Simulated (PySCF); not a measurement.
# H2SO2 (SMILES O=[SH2]=O): r2SCAN/STO-3G

Aim: the vertical ionisation energy of H2SO2 at r2SCAN/STO-3G, from 2 runs. Input form: a Python script.

The calculation is run with PySCF 2.14.0.

6 further runs of the same task are left out: 2 that didn't finish, 4 set aside as unsound or not needed.

## 1. The system as given

H2SO2: 5 atoms, total charge 0, spin state singlet. As SMILES, `O=[SH2]=O`. The coordinates come from a GFN2-xTB relaxation.

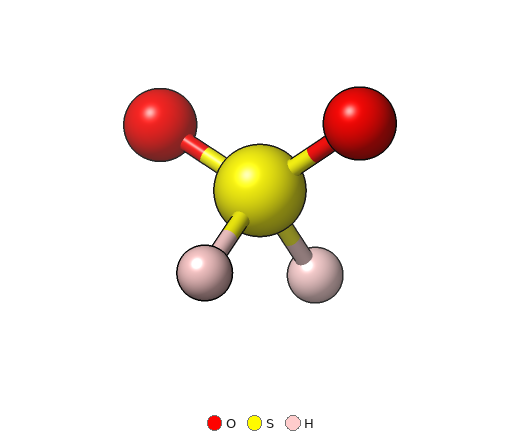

Viewed from a chosen angle; oxygen red, sulfur yellow, hydrogen pink.

## 2. A single-point energy at r2SCAN/STO-3G

File run.py:

```python
from pyscf import gto, dft

system = gto.Mole()
system.atom = '''
O     -0.986390     0.275820     1.043450
S      0.013430    -0.014140     0.070290
O      1.269430    -0.576280     0.440760
H     -0.558620    -0.842170    -0.901330
H      0.262150     1.156770    -0.653170
'''
system.max_memory = 1860
system.verbose = 3
system.basis = 'sto-3g'
system.build()

ks = dft.RKS(system)
ks.xc = 'r2scan'
ks.grids.level = 5
ks.conv_tol = 1e-10
ks.kernel()
if not ks.converged:
    ks = ks.newton().run(ks.mo_coeff, ks.mo_occ)

etot = ks.e_tot
print('E(%s) = %.9f' % ('R2SCAN', etot))
```

Started as:

```bash
$ OMP_NUM_THREADS=1 python run.py
```

Standard output:

```text
converged SCF energy = -542.872872793148
E(R2SCAN) = -542.872872793
```

Run time: 6.3 s. Hardware: 1 thread of Intel Xeon Platinum 8259CL at 2.50GHz (Skylake/Cascade Lake), shared host; peak memory 0.21 GiB.

## 3. The doublet cation

File job.py:

```python
from pyscf import gto, dft

molecule = gto.M(
    atom=[
    ('O', (-0.986390, 0.275820, 1.043450)),
    ('S', (0.013430, -0.014140, 0.070290)),
    ('O', (1.269430, -0.576280, 0.440760)),
    ('H', (-0.558620, -0.842170, -0.901330)),
    ('H', (0.262150, 1.156770, -0.653170)),
],
    spin=1,
    verbose=3,
    basis='sto-3g',
    charge=1,
    max_memory=1860,
)

calc0 = dft.UKS(molecule)
calc0.xc = 'r2scan'
calc0.grids.level = 5
calc0.conv_tol = 1e-10
calc0.kernel()
if not calc0.converged:
    calc0 = calc0.newton().run(calc0.mo_coeff, calc0.mo_occ)

e_final = calc0.e_tot
print('E = %.10f Eh' % e_final)
```

Started as:

```bash
$ OMP_NUM_THREADS=1 python job.py
```

Standard output:

```text
WARN: HOMO -0.310328763810521 >= LUMO -0.31032876381052

WARN: HOMO -0.242623487358461 >= LUMO -0.241640673593064

SCF not converged.
SCF energy = -542.596701533284 after 50 cycles  <S^2> = 0.7728561  2S+1 = 2.022727
converged SCF energy = -542.596701567344  <S^2> = 0.7728561  2S+1 = 2.022727
E = -542.5967015673 Eh
```

Wall time 26 s (1 thread of Intel Xeon Platinum 8259CL at 2.50GHz (Skylake/Cascade Lake), shared host); peak memory 0.5 GiB.

## 4. Results

At r2SCAN/STO-3G:

```
                                          quantity          value
                       singlet H2SO2: total energy  -542.87287 Eh
                      singlet H2SO2: dipole moment         2.41 D
                        singlet H2SO2: HOMO energy       -2.57 eV
                        singlet H2SO2: LUMO energy        4.03 eV
                      singlet H2SO2: HOMO–LUMO gap        6.61 eV
                      doublet cation: total energy  -542.59670 Eh
doublet cation: HOMO energy (highest over α and β)      -12.27 eV
 doublet cation: LUMO energy (lowest over α and β)      -12.19 eV
                              doublet cation: ⟨S²⟩          0.773
vertical ionisation energy (to the doublet cation)       7.515 eV
```

**Reading.** Removing an electron at fixed nuclei costs 7.52 eV (725 kJ/mol). −ε(HOMO) before ionisation, 2.57 eV, is 4.94 eV below this ionisation energy. In a minimal basis such a difference can be off by several eV, whatever the method. Mulliken charges (singlet H2SO2) run from -0.47 on O1 to +1.06 on S2; they depend strongly on the basis.
